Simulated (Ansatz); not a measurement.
# Run report: Ti₈SiO₁₆, molecular dynamics

- system: Ti₈SiO₁₆ (defect cell, 25 atoms in the cell)
- method: DFT PBE-D3(BJ), scalar-relativistic, plane waves, PAW, PAW set soft_1 (Ansatz 0.2.0)

The structure derives from an entry of the Crystallography Open Database. One setting was made poor on purpose. It belongs to a series of runs on one base structure; here: an input spoilt on purpose.

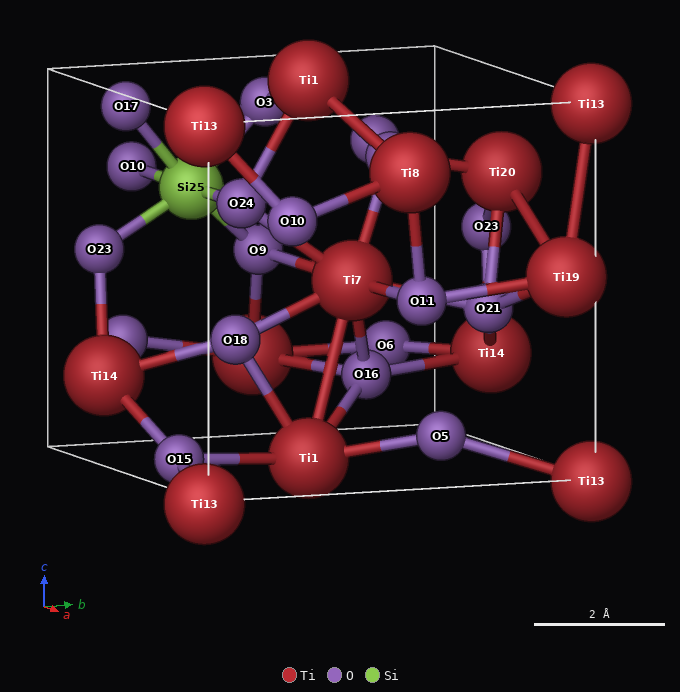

Fig. 1: The input geometry (ball-and-stick view of the cell of the calculation, seen slightly off an axis; atoms are numbered from 1 in the order of the input). An atom can appear more than once, as a periodic image.

The input:
```yaml
accuracy: low
crystal:
  lattice:
    - [-4.5922, -4.5922, 0.0]
    - [4.5922, -4.5922, 0.0]
    - [0.0, 0.0, 5.9148]
  atoms:
    - { symbol: Ti, position: [0.58472454, 0.43095807, 0.02839235] }
    - { symbol: Ti, position: [0.06780119, 0.50095289, 0.22318317] }
    - { symbol: O, position: [0.25272925, 0.4565516, -0.07795994] }
    - { symbol: O, position: [0.05891732, 0.16992042, 0.28157971] }
    - { symbol: O, position: [0.79973983, 0.68435073, 0.10342979] }
    - { symbol: O, position: [0.10462867, 0.83124705, 0.23329465] }
    - { symbol: Ti, position: [0.54985026, 0.5582755, 0.48600666] }
    - { symbol: Ti, position: [-0.06217253, 0.54652367, 0.82849319] }
    - { symbol: O, position: [0.21802351, 0.45378071, 0.52553647] }
    - { symbol: O, position: [-0.00935619, 0.22082285, 0.72690656] }
    - { symbol: O, position: [0.85455192, 0.61134027, 0.47305758] }
    - { symbol: O, position: [0.1185304, 0.79708028, 0.78061688] }
    - { symbol: Ti, position: [-0.0569908, 0.01307526, -0.01605731] }
    - { symbol: Ti, position: [0.34917105, 0.00040497, 0.23903828] }
    - { symbol: O, position: [0.62601986, 0.0793323, 0.05280018] }
    - { symbol: O, position: [0.39467286, 0.65913224, 0.20848641] }
    - { symbol: O, position: [0.28095251, 0.08540561, -0.06337593] }
    - { symbol: O, position: [0.54294622, 0.25961739, 0.34659972] }
    - { symbol: Ti, position: [-0.06412429, -0.04867826, 0.52817959] }
    - { symbol: Ti, position: [0.54451926, -0.05302944, 0.74940038] }
    - { symbol: O, position: [0.62575822, -0.12119018, 0.40497763] }
    - { symbol: O, position: [0.56284991, 0.65182325, 0.81061305] }
    - { symbol: O, position: [0.27686468, 0.01831499, 0.56155087] }
    - { symbol: O, position: [0.51446641, 0.28699475, 0.70128999] }
    - { symbol: Si, position: [0.26803519, 0.26009477, 0.70946015] }
basis:
  ecutwfc: 420.0
kpoints:
  mp_grid: { grid: [2, 2, 2] }
hamiltonian:
  xc: pbe
  dispersion: d3bj
  pseudopotentials: { kind: paw, azcp: { folder: soft_1 } }
scf:
  occupations: { method: fermi_dirac, width: 0.05 }
  lower_state_search: "off"
  max_iter: 55
md:
  timestep: 1
  n_steps: 25
  ensemble: nvt_langevin
  temperature: 2100.0
  initial_velocities: maxwell_boltzmann
  seed: 192777
  friction: 0.05
  temperature_schedule: [{ n_steps: 500, end_temperature: 100.0 }]
```

Launched with:
```bash
ansatz run input.yaml --threads 2 --pin off --max-ram 5120MiB --backend cpu --events-out ev --progress --plain --runs-dir out
```

The program's output:
```
Error: invalid value for `md.temperature_schedule`: takes 500 steps (the sum of its n_steps), more than the run's md.n_steps: 25 — raise that, or shorten the schedule
```

Outcome:

- outcome: refused by the program
- hardware: 2 threads of Arm Neoverse N1, 24 GiB of memory available, shared host

Diagnosis:

The program refused the input: “invalid value for `md.temperature_schedule`: takes 500 steps (the sum of its n_steps), more than the run's md.n_steps: 25 — raise that, or shorten the schedule” A deliberately poor setting: bad input. The input asks for low accuracy.
